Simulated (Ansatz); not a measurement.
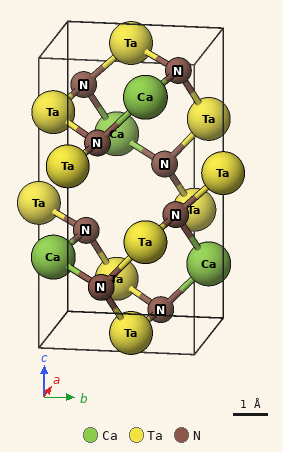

Solid CaTa2N4 (built on the MnGa2S4-82 type type), before the relaxation. The picture is a ball-and-stick view of the conventional cell (2 times the calculation's cell), seen from a free direction. Lengths and directions refer to the drawn axes.

The calculation used DFT, PBEsol, plane waves, PAW in Ansatz 0.2.0.

Input file:
```yaml
crystal:
  lattice:
    - [-2.38635479, 2.38635479, 4.50217643]
    - [2.38635479, -2.38635479, 4.50217643]
    - [2.38635479, 2.38635479, -4.50217643]
  atoms:
    - { symbol: Ca, position: [0.25, 0.75, 0.5] }
    - { symbol: Ta, position: [0.75, 0.25, 0.5] }
    - { symbol: Ta, position: [0.5, 0.5, 0.0] }
    - { symbol: "N", position: [0.37923259, 0.87918127, 0.02051129] }
    - { symbol: "N", position: [0.12081873, 0.14133002, 0.50005132] }
    - { symbol: "N", position: [0.6412787, 0.62076741, 0.49994868] }
    - { symbol: "N", position: [0.85866998, 0.3587213, 0.97948871] }
kpoints:
  mp_grid: { grid: [6, 6, 6] }
hamiltonian:
  xc: pbesol
scf:
  occupations: { method: fermi_dirac, width: 0.03 }
relax:
  f_tol: 0.01
  cell: {}
  max_steps: 120
```

Launched with:
```bash
ansatz run input.yaml --threads 4 --pin off --max-ram 4608MiB --backend cpu --events-out ev --progress --plain --runs-dir out
```

### Predict the outcome.

The largest moves relative to the cell, 0.40 Å, are those of N4, N5, N6 and N7. N7 goes roughly along [1 −3 0]. Ca and Ta stay in place. Cell: a = b 4.773 → 5.315 Å (+11.4 %), c 9.004 → 8.610 Å (−4.4 %). Volume +18.6 %. Some distances before and after: Ca1–Ta2 3.375 → 3.758 Å, Ca1–N4 2.116 → 2.423 Å, Ta2–Ta3 3.281 → 3.420 Å, Ca1–Ta3 3.281 → 3.420 Å. Among the angles between lasting bonds that change: N4–Ca1–N7 112.2° → 129.0°, Ta2–N4–Ta3 110.1° → 124.7°, Ca1–N4–Ta2 110.0° → 118.7°. The space group stays I-4 (No. 82). After 9 accepted moves (12 points after the start) the energy has fallen by 352 meV per atom. The largest force component goes from 3.6 to 0.00081 eV/Å. Pressure: 1.72 GPa at the start and 0.00 GPa at the end. At 3 points the geometry stayed and the basis and grid were re-selected for the new cell (energy shift of 17.4 meV per atom at most each time).

Final geometry:

```
CELL_PARAMETERS angstrom
-2.65743 2.65743 4.30490
2.65743 -2.65743 4.30490
2.65743 2.65743 -4.30490
ATOMIC_POSITIONS crystal
Ca 0.25000 0.75000 0.50000
Ta 0.75000 0.25000 0.50000
Ta 0.50000 0.50000 0.00000
N 0.46038 0.87235 0.07522
N 0.12765 0.20287 0.58803
N 0.61484 0.53962 0.41197
N 0.79713 0.38516 0.92478
```

The end point in the same view:

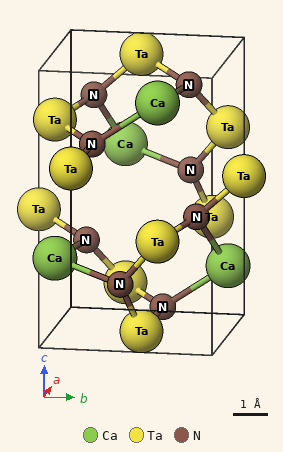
